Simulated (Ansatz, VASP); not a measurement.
# Cross-check of SnSe2 between VASP and Ansatz

Aim: how closely do two programs agree when they are given the same cell, functional and k mesh? Other levels of theory on this material are compared in a session of their own. Valence electrons are named where the data sets of a main pair hold unlike numbers.

Program: Ansatz 0.2.0. Level of theory: plane waves, with VASP 6.6.1 beside it; band structure at PBE, spin-orbit coupling. Results are calculated unless marked as measured.

## (1) The starting structure

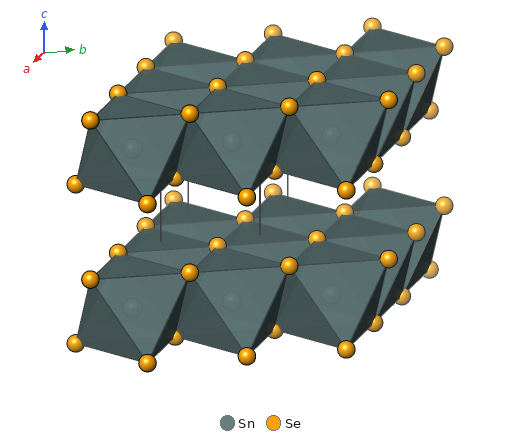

The starting structure, seen slightly off an axis (tin teal, selenium orange). 2×2×1 cells are drawn. Some periodic images of atoms are drawn too.

## (2) Ansatz: band structure, PBE, spin-orbit coupling

Ansatz runs on its fully relativistic PAW (standard-fr) files.

Levels along a path test the potential and the projectors away from the mesh points.

input.yaml

```yaml
crystal:
  lattice:
    - [3.811, 0.0, 0.0]
    - [-1.9055, 3.3004228138, 0.0]
    - [0.0, 0.0, 6.136]
  atoms:
    - { symbol: Sn, position: [0.0, 0.0, 0.0] }
    - { symbol: Se, position: [0.3333333333, 0.6666666667, 0.249] }
    - { symbol: Se, position: [0.6666666667, 0.3333333333, 0.751] }
hamiltonian:
  xc: pbe
  pseudopotentials: { kind: paw_fr }
magnetization:
  noncollinear: true
  spin_orbit: true
kpoints:
  mp_grid: { grid: [5, 5, 3] }
  band_path:
    path:
      - [0.0, 0.0, 0.0]
      - [0.13333, 0.0, 0.0]
      - [0.3, 0.0, 0.0]
      - [0.46667, 0.0, 0.0]
      - [0.46667, 0.06667, 0.0]
      - [0.41111, 0.17778, 0.0]
      - [0.35556, 0.28889, 0.0]
      - [0.28889, 0.28889, 0.0]
      - [0.17778, 0.17778, 0.0]
      - [0.06667, 0.06667, 0.0]
      - [0.0, 0.0, 0.03333]
      - [0.0, 0.0, 0.2]
      - [0.0, 0.0, 0.36667]
      - [0.0, 0.0, 0.5]
      - [0.16667, 0.0, 0.5]
      - [0.3, 0.0, 0.5]
      - [0.46667, 0.0, 0.5]
      - [0.46667, 0.06667, 0.5]
      - [0.41111, 0.17778, 0.5]
      - [0.35556, 0.28889, 0.5]
      - [0.28889, 0.28889, 0.5]
      - [0.17778, 0.17778, 0.5]
      - [0.06667, 0.06667, 0.5]
      - [0.5, 0.0, 0.46667]
      - [0.5, 0.0, 0.33333]
      - [0.5, 0.0, 0.3]
      - [0.5, 0.0, 0.13333]
      - [0.33333, 0.33333, 0.0]
      - [0.33333, 0.33333, 0.16667]
      - [0.33333, 0.33333, 0.33333]
      - [0.33333, 0.33333, 0.5]
    npoints: 1
scf:
  occupations: { method: gaussian, width: 0.02 }
  n_extra_bands: 14
output:
  forces: true
  stress: true
  eigenvalues: true
```

Run with:

```
> ansatz run input.yaml --threads 2 --pin off --max-ram 4608MiB --backend cpu --events-out ev --progress --plain --runs-dir out
```

Numbers of over 12 decimals in the logs are rounded to 6 here.

What it wrote:

```text
scf.n_extra_bands = 14 over 46 filled bands (N_el = 46.0): the run solves 60 bands
Engine: ansatz 0.2.0, aarch64-unknown-linux-gnu
Pseudopotentials: kind: paw_fr
Pseudopotential: Sn, paw_fr, valence charge 14, recommended cutoff 420 eV (normal), Sn.paw.azcp#standard-fr
Pseudopotential: Se, paw_fr, valence charge 16, recommended cutoff 420 eV (normal), Se.paw.azcp#standard-fr
Functional definition: PBE
  parameter kappa = 0.804
  parameter beta = 0.066725
  exchange = pbe_x(kappa = kappa, mu = beta*pi^2/3)
  correlation = pbe_c(beta = beta)
non-collinear run that drives no moment, with spin-orbit: no starting moment large enough to seed its density (crystal.atoms[].spin), no starting occupations that ask for one, no magnetisation constraint and no magnetic field, so the semilocal B_xc is pinned to zero
Crystal: 3 atoms, lattice volume = 77.178 Å³
Basis set: ecut = 420 eV, 1485 PW (Γ), exchange–correlation on 54×54×90 points (8 copies of the dense FFT grid, shifted against one another)
Bands: 60, of which v1, the nominal top of the filled ones, is band 46 counted from 1 (45 counted from 0)
Symmetry: 12 space group operations + 12 with time reversal
Magnetic group: BNS 164.86 (UNI 1316), of the structure as read, at distance tolerance 4.3e-5 Å
k-points: 12 of 75
Projection manifold: j_resolved (fully-relativistic pseudo-atomic orbitals)
Non-local potential: Sn, projectors of the file, l = 0: 2, l = 1: 4, l = 2: 4, l = 3: 4
Non-local potential: Se, projectors of the file, l = 0: 2, l = 1: 4, l = 2: 6, l = 3: 2
PAW form: soft (Blöchl's): semilocal exchange-correlation on the pseudo side does not see the compensation charge
PAW one-centre angular grid: Sn, 590 points (default); XC on 64 Gauss nodes
PAW one-centre angular grid: Se, 590 points (default); XC on 96 Gauss nodes
Initial density: superposition of atomic densities (chi_scale 0.1, normalization cell, long waves kept (reshape's long-wave potential 0.09 eV rms))
Initial wavefunctions: pseudopotential atomic-orbital guess
Functional: x = pbe(κ = 0.804, μ = 0.219515), c = pbe(β = 0.066725)
SCF iter   1: F=—  HF=-16966.086448 eV  |F-HF|=—  |Δ(HF+E_count)|=         —  Δρ=3.48e-2  dr2=1.48e0  dr2_m=0.00e0 (ungated)  ethr=3.10e-3  |M|=0.00e0 ∫|m|=0.00e0 μB  |m|>n=0.0e0 m-floor=0.0e0 τ_xc=0.0e0  β_m=0.30  ⟨swp⟩=8.6  Hψ=1838  notcnv=0  defer=18
preconditioner: auto → Resta (q_TF=auto, 2.503 Å⁻¹)  ε∞=3.2  [insulator: Δε(μ)=0.635 eV  Ē_g=11.283 eV  σ=0.020 eV  W_gap=1.00  n_scr=22 (ndim 8)  ℏωp=16.9 eV  f_vac=0.045  D(μ)=0.00/eV (n_scr^D=0)  ε∞_Penn≈3.2]
spin=Noncollinear: Resta preconditioning applied to the charge; magnetization (m_x, m_y, m_z) channels mix plain (no charge-response kernel on spin).
SCF iter   2: F=—  HF=-16965.850866 eV  |F-HF|=—  |Δ(HF+E_count)|=   2.36e-1  Δρ=2.41e-2  dr2=5.58e-1  dr2_m=0.00e0 (ungated)  ethr=3.10e-3  |M|=0.00e0 ∫|m|=0.00e0 μB  |m|>n=0.0e0 m-floor=0.0e0 τ_xc=0.0e0  β_m=0.56  ⟨swp⟩=2.0  Hψ=456  notcnv=0  defer=96
SCF iter   3: F=—  HF=-16965.711848 eV  |F-HF|=—  |Δ(HF+E_count)|=   1.39e-1  Δρ=5.86e-3  dr2=1.91e-2  dr2_m=0.00e0 (ungated)  ethr=1.21e-3  |M|=0.00e0 ∫|m|=0.00e0 μB  |m|>n=0.0e0 m-floor=0.0e0 τ_xc=0.0e0  β_m=0.68  ⟨swp⟩=2.2  Hψ=419  notcnv=0  defer=96
SCF iter   4: F=—  HF=-16965.711305 eV  |F-HF|=—  |Δ(HF+E_count)|=   5.43e-4  Δρ=1.10e-3  dr2=1.12e-3  dr2_m=0.00e0 (ungated)  ethr=4.14e-5  |M|=0.00e0 ∫|m|=0.00e0 μB  |m|>n=0.0e0 m-floor=0.0e0 τ_xc=0.0e0  β_m=0.70  ⟨swp⟩=3.0  Hψ=534  notcnv=0  defer=96
SCF iter   5: F=—  HF=-16965.711967 eV  |F-HF|=—  |Δ(HF+E_count)|=   6.62e-4  Δρ=4.71e-4  dr2=1.75e-4  dr2_m=0.00e0 (ungated)  ethr=2.44e-6  |M|=0.00e0 ∫|m|=0.00e0 μB  |m|>n=0.0e0 m-floor=0.0e0 τ_xc=0.0e0  β_m=0.85  ⟨swp⟩=2.3  Hψ=606  notcnv=0  defer=96
SCF iter   6: F=—  HF=-16965.712254 eV  |F-HF|=—  |Δ(HF+E_count)|=   2.87e-4  Δρ=1.24e-4  dr2=1.30e-5  dr2_m=0.00e0 (ungated)  ethr=3.80e-7  |M|=0.00e0 ∫|m|=0.00e0 μB  |m|>n=0.0e0 m-floor=0.0e0 τ_xc=0.0e0  β_m=0.73  ⟨swp⟩=2.0  Hψ=598  notcnv=0  defer=96
SCF iter   7: F=—  HF=-16965.712254 eV  |F-HF|=—  |Δ(HF+E_count)|=   3.14e-7  Δρ=5.16e-5  dr2=1.97e-6  dr2_m=0.00e0 (ungated)  ethr=2.83e-8  |M|=0.00e0 ∫|m|=0.00e0 μB  |m|>n=0.0e0 m-floor=0.0e0 τ_xc=0.0e0  β_m=0.86  ⟨swp⟩=2.0  Hψ=628  notcnv=0  defer=96
SCF iter   8: F=—  HF=-16965.712260 eV  |F-HF|=—  |Δ(HF+E_count)|=   6.09e-6  Δρ=1.10e-5  dr2=1.45e-7  dr2_m=0.00e0 (ungated)  ethr=4.28e-9  |M|=0.00e0 ∫|m|=0.00e0 μB  |m|>n=0.0e0 m-floor=0.0e0 τ_xc=0.0e0  β_m=0.93  ⟨swp⟩=2.0  Hψ=408  notcnv=0  defer=96
SCF iter   9: F=-16965.712261 eV  HF=-16965.712261 eV  |F-HF|=2.34e-8  |Δ(HF+E_count)|=   5.10e-7  Δρ=2.65e-6  dr2=8.72e-9  dr2_m=0.00e0 (ungated)  ethr=2.17e-10  |M|=0.00e0 ∫|m|=0.00e0 μB  |m|>n=0.0e0 m-floor=0.0e0 τ_xc=0.0e0  ⟨swp⟩=11.2  Hψ=1745  notcnv=0
SCF 1 converged in 9 iterations: F = -16965.712261 eV  dr2 = 8.72e-9
  greatest PAW one-centre occupation: 0.999 electrons in one spin orbital (limit 2), on the Se atom at site 1 (counted from 0), in its partial waves of l = 2
NSCF: frozen V_eff on 31 k-points
SCF converged after 9 iterations
Magnetization: |M| = 0.0000 μB,  M = (+0.0000, +0.0000, +0.0000) μB
Absolute magnetization: 0.0000 μB (∫|m|)
  site 0: m = (+0.0000, +0.0000, +0.0000) μB, |m| = 0.0000 μB  (R = 1.10 Å)
  site 1: m = (+0.0000, +0.0000, +0.0000) μB, |m| = 0.0000 μB  (R = 1.10 Å)
  site 2: m = (+0.0000, +0.0000, +0.0000) μB, |m| = 0.0000 μB  (R = 1.10 Å)
Free energy (F): -16965.712261 eV
Harris-Foulkes:  -16965.712261 eV  (|F-HF|=2.34e-8)
Internal energy: -16965.712261 eV  (E = F + TS)
E sigma→0 (E₀):  -16965.712261 eV
Fermi energy:    8.546442 eV
--- Per-component energies (eV) ---
  E_band       = -856.839426
  E_kinetic    = 427.221787
  E_local      = -6101.878958  (includes V_loc(G=0)·N_el)
  E_nonlocal   = -1221.870553
  E_hartree    = 3128.752682
  E_xc         = -590.854936
  E_vxc        = -292.449265  (∫ρ·V_xc dr)
  E_paw        = -7966.886438  (= ΣΔE_a)
  E_vpaw       = 74.632293  (= ΣTr[D̂ρ^β])
  E_aug_tail   = -0.001223  (compensation charges beyond the density's cutoff)
  E_ewald      = -4640.194622
  E_smearing   = -0.000000  (= −TS)
  E_closure    = -0.000000  (closes the sum)
  Σ components = -16965.712261   (vs F -16965.712261, Δ=0.00e0)
--- Forces (eV/Å), atoms counted from 1 ---
  atom   1  Sn     0.00000000    -0.00000000     0.00000000
  atom   2  Se     0.00000000     0.00000000     0.74624308
  atom   3  Se    -0.00000000    -0.00000000    -0.74624308
  max |Σ_I F_I| component: 6.94e-18 eV/Å
--- Stress (GPa, compression-positive) ---
        5.315895      -0.000000      -0.000000
       -0.000000       5.315895       0.000000
       -0.000000       0.000000       6.451089
  P = ⅓ Tr σ = 5.6943 GPa (56.943 kbar)
--- Band table (eV; the first three rows and the last of 12) ---
  k-point 0: bands = [... 42 lower, 7.8585, 7.8585, 8.1701, 8.1701, 9.2268, 9.2268, 11.0318, 11.0318, ... 10 higher]
  k-point 1: bands = [... 42 lower, 7.7039, 7.7039, 7.9802, 7.9802, 10.3400, 10.3400, 11.0260, 11.0260, ... 10 higher]
  k-point 2: bands = [... 42 lower, 7.9018, 7.9018, 8.1371, 8.1371, 10.3930, 10.3930, 11.8825, 11.8825, ... 10 higher]
  k-point 11: bands = [... 42 lower, 7.1552, 7.1552, 7.6586, 7.6586, 10.0658, 10.0658, 13.0306, 13.0306, ... 10 higher]
```

The job ended after 18 s (2 threads of Arm Neoverse V2, shared host; peak memory 0.57 GiB).

Reading the cycles: dr2 is the Hartree energy of the density residual (eV), the measure of convergence; HF is the Harris–Foulkes estimate of the energy, which meets the free energy F at convergence.

## (3) VASP: band structure, PBE, spin-orbit coupling

The same cell, functional, mesh and smearing now go to VASP, with its own data sets.

Lines of VASP's logs that name or quote its potential files are left out, and so is its time.

INCAR

```
SYSTEM = SnSe2
PREC = Accurate
ENCUT = 400
EDIFF = 1E-06
NELM = 100
ISMEAR = 0
SIGMA = 0.02
LREAL = .FALSE.
ALGO = Normal
GGA = PE
LNONCOLLINEAR = .TRUE.
MAGMOM = 0 0 0 0 0 0 0 0 0
NBANDS = 38
GGA_COMPAT = .FALSE.
LASPH = .TRUE.
LSORBIT = .TRUE.
LORBIT = 11
LWAVE = .FALSE.
LCHARG = .FALSE.
KPAR = 4
```

POSCAR

```
SnSe2
1.0
    3.8110000000      0.0000000000      0.0000000000
   -1.9055000000      3.3004228138      0.0000000000
    0.0000000000      0.0000000000      6.1360000000
Sn Se
1 2
Direct
    0.0000000000      0.0000000000      0.0000000000
    0.3333333333      0.6666666667      0.2490000000
    0.6666666667      0.3333333333      0.7510000000
```

KPOINTS

```
Automatic mesh
0
Gamma
5 5 3
0 0 0
```

KPOINTS_OPT

```
Line mode
16
Line-mode
Reciprocal
  0.00000000   0.00000000   0.00000000 GAMMA
  0.50000000   0.00000000   0.00000000 M

  0.50000000   0.00000000   0.00000000 M
  0.33333333   0.33333333   0.00000000 K

  0.33333333   0.33333333   0.00000000 K
  0.00000000   0.00000000   0.00000000 GAMMA

  0.00000000   0.00000000   0.00000000 GAMMA
  0.00000000   0.00000000   0.50000000 A

  0.00000000   0.00000000   0.50000000 A
  0.50000000   0.00000000   0.50000000 L

  0.50000000   0.00000000   0.50000000 L
  0.33333333   0.33333333   0.50000000 H

  0.33333333   0.33333333   0.50000000 H
  0.00000000   0.00000000   0.50000000 A

  0.50000000   0.00000000   0.50000000 L
  0.50000000   0.00000000   0.00000000 M

  0.33333333   0.33333333   0.00000000 K
  0.33333333   0.33333333   0.50000000 H
```

PAW data sets: Sn_d and Se (PBE family, release 64).

Run with:

```
> mpirun -np 4 vasp_ncl
```

What it wrote:

```text
[banner, memory and clock lines left out]
running    4 mpi-ranks, on    1 nodes
 distrk:  each k-point on    1 cores,    4 groups
 distr:  one band on    1 cores,    1 groups

 POSCAR found type information on POSCAR SnSe
 POSCAR found :  2 types and       3 ions
 LDA part: xc-table for (Slater+PW92), standard interpolation
 POSCAR, INCAR and KPOINTS ok, starting setup
 FFT: planning ... GRIDC
 FFT: planning ... GRID_SOFT
 FFT: planning ... GRID
 WAVECAR not read
 entering main loop
       N       E                     dE             d eps       ncg     rms          rms(c)
DAV:   1     0.234967155795E+03    0.23497E+03   -0.99621E+03   940   0.135E+03
DAV:   2     0.239764903918E+02   -0.21099E+03   -0.20103E+03   920   0.398E+02
DAV:   3    -0.103648485981E+02   -0.34341E+02   -0.33401E+02  1100   0.145E+02
DAV:   4    -0.120391263405E+02   -0.16743E+01   -0.16625E+01  1084   0.349E+01
DAV:   5    -0.120801952194E+02   -0.41069E-01   -0.41049E-01  1270   0.568E+00    0.530E+00
DAV:   6    -0.118214671341E+02    0.25873E+00   -0.32963E-01  1306   0.793E+00    0.341E+00
DAV:   7    -0.118007305228E+02    0.20737E-01   -0.16904E-01  1104   0.270E+00    0.128E+00
DAV:   8    -0.118007169977E+02    0.13525E-04   -0.87197E-03  1200   0.951E-01    0.643E-01
DAV:   9    -0.118010838770E+02   -0.36688E-03   -0.16156E-03  1084   0.376E-01    0.160E-01
DAV:  10    -0.118012916754E+02   -0.20780E-03   -0.32470E-04  1146   0.206E-01    0.518E-02
DAV:  11    -0.118013202735E+02   -0.28598E-04   -0.95016E-05  1080   0.643E-02    0.183E-02
DAV:  12    -0.118013355651E+02   -0.15292E-04   -0.22664E-05   990   0.315E-02    0.732E-03
DAV:  13    -0.118013362075E+02   -0.64242E-06   -0.13124E-06  1012   0.824E-03
   1 F= -.11801336E+02 E0= -.11801336E+02  d E =-.669998E-33  mag=    -0.0000     0.0000    -0.0000
 Start KPOINTS_OPT (optional k-point list driver)
k-point batch [1-12\144]
       N       E                     dE             ncg
DAV:   1     0.811855914711E+03   -0.13312E+04      976
DAV:   2    -0.171882833491E+04   -0.25307E+04      944
DAV:   3    -0.213804505570E+04   -0.41922E+03     1094
DAV:   4    -0.215895658947E+04   -0.20912E+02     1082
DAV:   5    -0.215949474346E+04   -0.53815E+00     1264
DAV:   6    -0.215950660356E+04   -0.11860E-01     1194
DAV:   7    -0.215950729507E+04   -0.69151E-03     1344
DAV:   8    -0.215950731107E+04   -0.15996E-04     1036
DAV:   9    -0.215950731120E+04   -0.13562E-06      752
[...]
k-point batch [133-144\144]
       N       E                     dE             ncg
DAV:   1     0.519619213731E+03   -0.91254E+04      954
DAV:   2    -0.191663315122E+04   -0.24363E+04      936
DAV:   3    -0.229359712767E+04   -0.37696E+03     1070
DAV:   4    -0.231066807098E+04   -0.17071E+02     1130
DAV:   5    -0.231109312021E+04   -0.42505E+00     1304
DAV:   6    -0.231110254057E+04   -0.94204E-02     1160
DAV:   7    -0.231110304003E+04   -0.49946E-03     1392
DAV:   8    -0.231110304372E+04   -0.36947E-05     1042
DAV:   9    -0.231110304382E+04   -0.95880E-07      752
```

(Part 1 of 2 ends here.)

[Lines on the potential files, build, host, timing and source positions are cut from VASP's logs without a mark.]

[Logs are printed without paths, hosts, clocks, repeated set-up lines and the standing remarks that a program may print on its own settings, such as how far it seeks lower states.]

[Hosts, paths, dates, database ids (printed as entryN), source tags and the programs' standing remarks are cut or masked in the printed files.]
